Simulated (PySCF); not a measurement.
# BNH4 (SMILES BN) at 4 levels

Aim: a comparison of 4 runs (CAM-B3LYP/def2-TZVPP, PBE0/def2-TZVPP, TPSS/def2-TZVPP, r2SCAN/def2-TZVPP) of BNH4. The job is set up through a Python script.

The results are computed with PySCF 2.14.0.

### 1 Starting point

The species is BNH4 (6 atoms), meant as a singlet with charge 0. SMILES: `BN`. The coordinates come from a PBE0-D4/def2-TZVP relaxation.

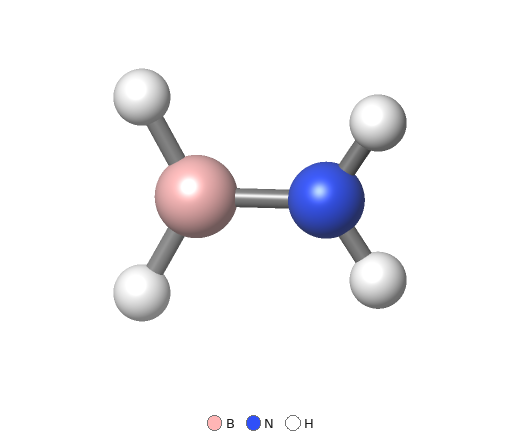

Viewed from a chosen angle; boron pink, nitrogen blue, hydrogen white.

### 2 A single-point energy at CAM-B3LYP/def2-TZVPP (run 1)

run.py reads:

```python
from pyscf import gto, dft

mol = gto.Mole()
mol.atom = [
    ('B', (-0.128200, -0.679600, -0.025600)),
    ('N', (0.146100, 0.677400, 0.010800)),
    ('H', (0.225800, -1.368000, 0.887500)),
    ('H', (-0.712000, -1.128700, -0.969200)),
    ('H', (-0.121600, 1.313700, -0.720800)),
    ('H', (0.632000, 1.121400, 0.771300)),
]
mol.verbose = 4
mol.charge = 0
mol.max_memory = 1860
mol.basis = 'def2-tzvpp'
mol.build()

mf = dft.RKS(mol)
mf.xc = 'cam-b3lyp'
mf.conv_tol = 1e-10
mf.grids.level = 5
mf.kernel()
if not mf.converged:
    mf = mf.newton().run(mf.mo_coeff, mf.mo_occ)

e_final = mf.e_tot
print('Final energy', e_final)
```

Run with:

```bash
$ OMP_NUM_THREADS=1 python run.py
```

Log:

```text
PySCF version 2.14.0

[INPUT] num. atoms = 6
[INPUT] num. electrons = 16
[INPUT] charge = 0
[INPUT] spin (= nelec alpha-beta = 2S) = 0
[INPUT] symmetry False subgroup None
[INPUT] Mole.unit = angstrom
[INPUT] Symbol           X                Y                Z      unit          X                Y                Z       unit  Magmom
[INPUT]  1 B     -0.128200000000  -0.679600000000  -0.025600000000 AA   -0.242262889169  -1.284257874254  -0.048376988789 Bohr   0.0
[INPUT]  2 N      0.146100000000   0.677400000000   0.010800000000 AA    0.276088986799   1.280100476780   0.020409042145 Bohr   0.0
[INPUT]  3 H      0.225800000000  -1.368000000000   0.887500000000 AA    0.426700158927  -2.585145338405   1.677131935551 Bohr   0.0
[INPUT]  4 H     -0.712000000000  -1.128700000000  -0.969200000000 AA   -1.345485000690  -2.132933876797  -1.831522559928 Bohr   0.0
[INPUT]  5 H     -0.121600000000   1.313700000000  -0.720800000000 AA   -0.229790696747   2.482533209841  -1.362114590586 Bohr   0.0
[INPUT]  6 H      0.632000000000   1.121400000000   0.771300000000 AA    1.194306910725   2.119138876087   1.457545759877 Bohr   0.0

nuclear repulsion = 32.3160930632083
number of shells = 46
number of NR pGTOs = 156
number of NR cGTOs = 118
basis = def2-tzvpp
ecp = {}

******** <class 'pyscf.dft.rks.RKS'> ********
method = RKS
initial guess = minao
damping factor = 0
level_shift factor = 0
DIIS = <class 'pyscf.scf.diis.CDIIS'>
diis_start_cycle = 1
diis_space = 8
diis_damp = 0
SCF conv_tol = 1e-10
SCF conv_tol_grad = None
SCF max_cycles = 50
direct_scf = True
direct_scf_tol = 1e-13
XC library pyscf.dft.libxc version 7.0.0
    S. Lehtola, C. Steigemann, M. J.T. Oliveira, and M. A.L. Marques.,  SoftwareX 7, 1–5 (2018)
XC functionals = cam-b3lyp
    T. Yanai, D. P. Tew, and N. C. Handy.,  Chem. Phys. Lett. 393, 51 (2004)
radial grids:
    Treutler-Ahlrichs [JCP 102, 346 (1995); DOI:10.1063/1.469408] (M4) radial grids

becke partition: Becke, JCP 88, 2547 (1988); DOI:10.1063/1.454033
pruning grids: <function nwchem_prune>
grids dens level: 5
symmetrized grids: False
atomic radii adjust function: <function treutler_atomic_radii_adjust>
small_rho_cutoff = 0
Set gradient conv threshold to 1e-05
Initial guess from minao.
tot grids = 179432
init E= -82.0014920607771
  HOMO = -0.360482669025417  LUMO = -0.0352911230921116  gap/eV = 8.84891
cycle= 1 E= -82.006466133317  delta_E= -0.00497  |g|= 0.308  |ddm|= 1.55
  HOMO = -0.314202420120687  LUMO = 0.0695411156415444  gap/eV = 10.44219
cycle= 2 E= -82.0108606108746  delta_E= -0.00439  |g|= 0.308  |ddm|= 0.342
  HOMO = -0.377762154404825  LUMO = 0.0478990447970072  gap/eV = 11.58283
cycle= 3 E= -82.0291620297656  delta_E= -0.0183  |g|= 0.0382  |ddm|= 0.152
  HOMO = -0.373224474594881  LUMO = 0.0443837632747783  gap/eV = 11.36370
cycle= 4 E= -82.0294882735693  delta_E= -0.000326  |g|= 0.0128  |ddm|= 0.0303
  HOMO = -0.372733422967848  LUMO = 0.0461369273299095  gap/eV = 11.39804
cycle= 5 E= -82.0295305087905  delta_E= -4.22e-05  |g|= 0.00119  |ddm|= 0.00934
  HOMO = -0.373092370794888  LUMO = 0.0459991621550504  gap/eV = 11.40406
cycle= 6 E= -82.0295310583627  delta_E= -5.5e-07  |g|= 0.000151  |ddm|= 0.00181
  HOMO = -0.373054704508852  LUMO = 0.0460242226179535  gap/eV = 11.40372
cycle= 7 E= -82.0295310683932  delta_E= -1e-08  |g|= 2.88e-05  |ddm|= 0.000243
  HOMO = -0.373055406224413  LUMO = 0.0460223141622098  gap/eV = 11.40369
cycle= 8 E= -82.0295310688163  delta_E= -4.23e-10  |g|= 7.18e-06  |ddm|= 5.22e-05
  HOMO = -0.373056517874962  LUMO = 0.0460228722641247  gap/eV = 11.40373
cycle= 9 E= -82.0295310688296  delta_E= -1.32e-11  |g|= 7.74e-07  |ddm|= 6.62e-06
  HOMO = -0.373056642691046  LUMO = 0.0460228406980026  gap/eV = 11.40373
Extra cycle  E= -82.0295310688302  delta_E= -6.25e-13  |g|= 3.88e-07  |ddm|= 1.48e-06
converged SCF energy = -82.0295310688302
Final energy -82.02953106883021
```

Run time: 27 s. Hardware: 1 thread of Intel Xeon at 2.70GHz, shared host; peak memory 0.62 GiB.

### 3 A single-point energy at PBE0/def2-TZVPP (run 2)

job.py reads:

```python
# BN
from pyscf import gto, dft

mol = gto.Mole()
mol.atom = '''
B     -0.128200    -0.679600    -0.025600
N      0.146100     0.677400     0.010800
H      0.225800    -1.368000     0.887500
H     -0.712000    -1.128700    -0.969200
H     -0.121600     1.313700    -0.720800
H      0.632000     1.121400     0.771300
'''
mol.charge = 0
mol.max_memory = 1860
mol.verbose = 3
mol.basis = 'def2-tzvpp'
mol.build()

mf = dft.RKS(mol, xc='pbe0')
mf.grids.level = 5
mf.conv_tol = 1e-10
mf.kernel()
if not mf.converged:
    mf = mf.newton().run(mf.mo_coeff, mf.mo_occ)

e_final = mf.e_tot
print('Final energy', e_final)
```

Run with:

```bash
$ OMP_NUM_THREADS=1 python job.py
```

Log:

```text
converged SCF energy = -81.9649813693426
Final energy -81.96498136934258
```

It took 17 s on 1 thread of Intel Xeon at 2.70GHz, shared host; peak memory 0.62 GiB.

Run 3 isn't shown in full; the table further down has it.

### 4 The energy at r2SCAN/def2-TZVPP (run 4)

run.py reads:

```python
# BN
from pyscf import gto, dft

mol = gto.Mole()
mol.atom = '''
B   -0.128200  -0.679600  -0.025600
N    0.146100   0.677400   0.010800
H    0.225800  -1.368000   0.887500
H   -0.712000  -1.128700  -0.969200
H   -0.121600   1.313700  -0.720800
H    0.632000   1.121400   0.771300
'''
mol.basis = 'def2-tzvpp'
mol.verbose = 4
mol.max_memory = 1860
mol.charge = 0
mol.build()

mf = dft.RKS(mol, xc='r2scan')
mf.grids.level = 5
mf.conv_tol = 1e-10
mf.kernel()
if not mf.converged:
    mf = mf.newton().run(mf.mo_coeff, mf.mo_occ)

e_final = mf.e_tot
print(f'total energy: {e_final:.8f} hartree')
```

Run with:

```bash
$ OMP_NUM_THREADS=1 python run.py
```

Log:

```text
PySCF version 2.14.0

[INPUT] num. atoms = 6
[INPUT] num. electrons = 16
[INPUT] charge = 0
[INPUT] spin (= nelec alpha-beta = 2S) = 0
[INPUT] symmetry False subgroup None
[INPUT] Mole.unit = angstrom
[INPUT] Symbol           X                Y                Z      unit          X                Y                Z       unit  Magmom
[INPUT]  1 B     -0.128200000000  -0.679600000000  -0.025600000000 AA   -0.242262889169  -1.284257874254  -0.048376988789 Bohr   0.0
[INPUT]  2 N      0.146100000000   0.677400000000   0.010800000000 AA    0.276088986799   1.280100476780   0.020409042145 Bohr   0.0
[INPUT]  3 H      0.225800000000  -1.368000000000   0.887500000000 AA    0.426700158927  -2.585145338405   1.677131935551 Bohr   0.0
[INPUT]  4 H     -0.712000000000  -1.128700000000  -0.969200000000 AA   -1.345485000690  -2.132933876797  -1.831522559928 Bohr   0.0
[INPUT]  5 H     -0.121600000000   1.313700000000  -0.720800000000 AA   -0.229790696747   2.482533209841  -1.362114590586 Bohr   0.0
[INPUT]  6 H      0.632000000000   1.121400000000   0.771300000000 AA    1.194306910725   2.119138876087   1.457545759877 Bohr   0.0

nuclear repulsion = 32.3160930632083
number of shells = 46
number of NR pGTOs = 156
number of NR cGTOs = 118
basis = def2-tzvpp
ecp = {}

******** <class 'pyscf.dft.rks.RKS'> ********
method = RKS
initial guess = minao
damping factor = 0
level_shift factor = 0
DIIS = <class 'pyscf.scf.diis.CDIIS'>
diis_start_cycle = 1
diis_space = 8
diis_damp = 0
SCF conv_tol = 1e-10
SCF conv_tol_grad = None
SCF max_cycles = 50
direct_scf = True
direct_scf_tol = 1e-13
XC library pyscf.dft.libxc version 7.0.0
    S. Lehtola, C. Steigemann, M. J.T. Oliveira, and M. A.L. Marques.,  SoftwareX 7, 1–5 (2018)
XC functionals = r2scan
    J. W. Furness, A. D. Kaplan, J. Ning, J. P. Perdew, and J. Sun.,  J. Phys. Chem. Lett. 11, 8208-8215 (2020)
    J. W. Furness, A. D. Kaplan, J. Ning, J. P. Perdew, and J. Sun.,  J. Phys. Chem. Lett. 11, 9248-9248 (2020)
    J. W. Furness, A. D. Kaplan, J. Ning, J. P. Perdew, and J. Sun.,  J. Phys. Chem. Lett. 11, 8208-8215 (2020)
    J. W. Furness, A. D. Kaplan, J. Ning, J. P. Perdew, and J. Sun.,  J. Phys. Chem. Lett. 11, 9248-9248 (2020)
radial grids:
    Treutler-Ahlrichs [JCP 102, 346 (1995); DOI:10.1063/1.469408] (M4) radial grids

becke partition: Becke, JCP 88, 2547 (1988); DOI:10.1063/1.454033
pruning grids: <function nwchem_prune>
grids dens level: 5
symmetrized grids: False
atomic radii adjust function: <function treutler_atomic_radii_adjust>
small_rho_cutoff = 0
Set gradient conv threshold to 1e-05
[... 1 set-up line as earlier in the session ...]
tot grids = 179432
init E= -81.931830955962
  HOMO = -0.358317977927348  LUMO = -0.0889980942797557  gap/eV = 7.32857
cycle= 1 E= -81.9801061162107  delta_E= -0.0483  |g|= 0.384  |ddm|= 1.58
  HOMO = -0.196553180057428  LUMO = 0.0404442319476122  gap/eV = 6.44903
cycle= 2 E= -81.9545710948309  delta_E= 0.0255  |g|= 0.53  |ddm|= 0.571
  HOMO = -0.274794024251911  LUMO = -0.00622557368902399  gap/eV = 7.30812
cycle= 3 E= -82.0149720735397  delta_E= -0.0604  |g|= 0.088  |ddm|= 0.327
  HOMO = -0.278466006858948  LUMO = -0.0132410578801583  gap/eV = 7.21714
cycle= 4 E= -82.0170485472002  delta_E= -0.00208  |g|= 0.0173  |ddm|= 0.066
  HOMO = -0.278040174000591  LUMO = -0.0121089051357615  gap/eV = 7.23636
cycle= 5 E= -82.0171272273981  delta_E= -7.87e-05  |g|= 0.00249  |ddm|= 0.0145
  HOMO = -0.278714319411507  LUMO = -0.0122715595592027  gap/eV = 7.25028
cycle= 6 E= -82.0171292815909  delta_E= -2.05e-06  |g|= 0.000277  |ddm|= 0.00214
  HOMO = -0.278717269224391  LUMO = -0.0123040653114881  gap/eV = 7.24947
cycle= 7 E= -82.0171293103543  delta_E= -2.88e-08  |g|= 1.87e-05  |ddm|= 0.000596
  HOMO = -0.278721536249075  LUMO = -0.0123069667745845  gap/eV = 7.24951
cycle= 8 E= -82.0171293104613  delta_E= -1.07e-10  |g|= 3.41e-06  |ddm|= 4.13e-05
  HOMO = -0.278720785554011  LUMO = -0.0123062970331063  gap/eV = 7.24951
cycle= 9 E= -82.0171293104627  delta_E= -1.39e-12  |g|= 4e-07  |ddm|= 7.33e-06
  HOMO = -0.27872079248296  LUMO = -0.0123064031553124  gap/eV = 7.24950
Extra cycle  E= -82.0171293104631  delta_E= -4.26e-13  |g|= 4.76e-07  |ddm|= 9.64e-07
converged SCF energy = -82.0171293104631
total energy: -82.01712931 hartree
```

It took 28 s on 1 thread of Intel Xeon at 2.70GHz, shared host; peak memory 0.68 GiB.

### 5 The series

| run | level | energy (Eh) | dipole moment (D) | HOMO energy (eV) | LUMO energy (eV) | wall time |
| --- | --- | --- | --- | --- | --- | --- |
| 1 | CAM-B3LYP/def2-TZVPP | -82.029531 | 1.94 | -10.15 | 1.25 | 27 s |
| 2 | PBE0/def2-TZVPP | -81.964981 | 1.97 | -8.70 | 0.23 | 17 s |
| 3 | TPSS/def2-TZVPP | -82.089351 | 2.03 | -7.35 | -0.50 | 29 s |
| 4 | r2SCAN/def2-TZVPP | -82.017129 | 2.01 | -7.58 | -0.33 | 28 s |

### 6 Summary of results

```
            quantity         value
 run 4: total energy  -82.01713 Eh
run 4: dipole moment        2.01 D
  run 4: HOMO energy      -7.58 eV
  run 4: LUMO energy      -0.33 eV
run 4: HOMO–LUMO gap       7.25 eV
```

**Reading.** The dipole moment (its size) runs from 1.94 D (CAM-B3LYP/def2-TZVPP) to 2.03 D (TPSS/def2-TZVPP). The HOMO–LUMO gap runs from 6.85 eV (TPSS/def2-TZVPP) to 11.40 eV (CAM-B3LYP/def2-TZVPP). Totals of different functionals can't be ranked against each other. All runs together took 1.7 min, the longest 29 s.
